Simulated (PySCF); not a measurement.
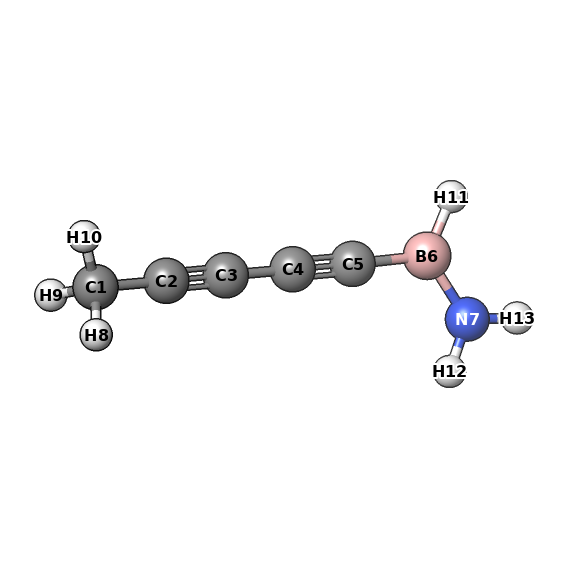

Computed geometry: GFN2-xTB optimisation. No frequency run is at hand to confirm it as a minimum. Level of theory: B3LYP/pcJ-1 indirect spin-spin coupling, non-relativistic, gas phase (PySCF 2.14.0). Isotopes: 11B, 13C, 1H, 15N.

Give the spin–spin coupling constants of these pairs, with the number of bonds between them: C5/B6, B6/H13, B6/H12, N7/H11.

```tsv
pair	bonds apart	J (Hz)
C5, B6	1	102.8
B6, H13	2	1.8
B6, H12	2	−1.5
N7, H11	2	−3.0
```

The geometry is semi-empirical. Around B such bond lengths and angles can be off by a tenth of an ångström or more and by several degrees, and values that hang on the shape move with them.
